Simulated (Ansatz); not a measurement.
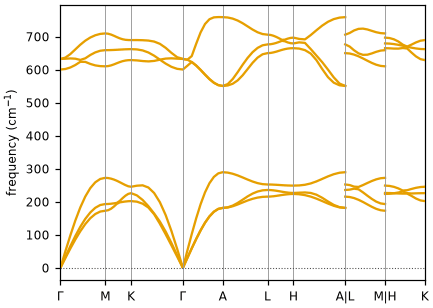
*Phonon dispersion of WC in space group P-6m2 (No. 187; W on 1a, C on 1f), LDA (plane waves, PAW; program Ansatz); imaginary frequencies are drawn negative*

Task: Is this phase dynamically stable?

Result: Yes, on this path no branch is imaginary.

Task: How high does the spectrum reach?

Result: About 760 cm⁻¹ (22.8 THz).

Symmetry was held in the LDA relaxation. The run is not spin-polarised. As this level gives no gap, phonon frequencies hold no LO–TO term and depend on the k-mesh and smearing (Fermi–Dirac, 0.1 eV here). Spin–orbit coupling is left out wherever it is not named.

Potentials: the later of the program's two PAW sets.
